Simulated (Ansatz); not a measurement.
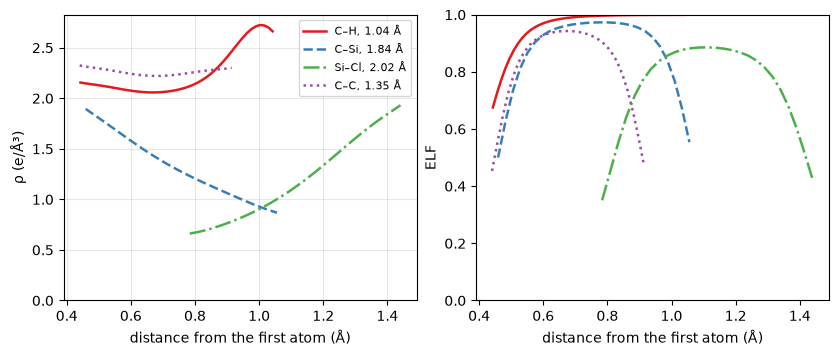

The picture shows: C2H3Cl2Si (SMILES C=C[Si](Cl)Cl) (doublet). Electron density and ELF along straight lines between neighbouring atoms. The curves leave out the atomic cores.

The fields and orbitals are those of the mean-field reference, not of the correlated method.

Theory: Ansatz, SCF PBE-QIDH, Gaussian basis.

Input

```
crystal:
  periodic: [false, false, false]
  atoms:
    - { symbol: C, position_ang: [0.1881, 0.1965, 1.4933] }
    - { symbol: C, position_ang: [-0.221, -0.1603, 0.2522] }
    - { symbol: Si, position_ang: [0.5222, 0.3466, -1.3482] }
    - { symbol: Cl, position_ang: [1.0774, -1.4541, -2.1908] }
    - { symbol: Cl, position_ang: [-1.0549, 1.0247, -2.4169] }
    - { symbol: H, position_ang: [-0.3967, -0.1112, 2.3518] }
    - { symbol: H, position_ang: [0.9842, 0.9341, 1.6714] }
    - { symbol: H, position_ang: [-1.007, -0.8335, 0.1315] }
basis:
  gaussian:
    orbitals: def2-SVP
hamiltonian:
  xc:
    name: PBE-QIDH
magnetization:
  spin_polarized: true
  initial_magnetization: 1.0
output:
  orbitals: {}
```

**What kind of bonding do the profiles show?**

C–H (1.04 Å): ρ at the midpoint is about 2.1 e/Å³; the ELF climbs to about 1 towards the hydrogen, as it does in any bond to H (a covalent bond by its length).
C–Si (1.84 Å): ρ is about 1 e/Å³ halfway; the ELF peaks at about 1 between the atoms (localised, covalent bonding).
Si–Cl (2.02 Å): ρ is about 0.92 e/Å³ halfway; the ELF peaks at about 0.90 between the atoms: a shared but strongly polarised pair.
C–C (1.35 Å): ρ is about 2.2 e/Å³ halfway; the ELF peaks at about 0.95 between the atoms (a covalent bond).
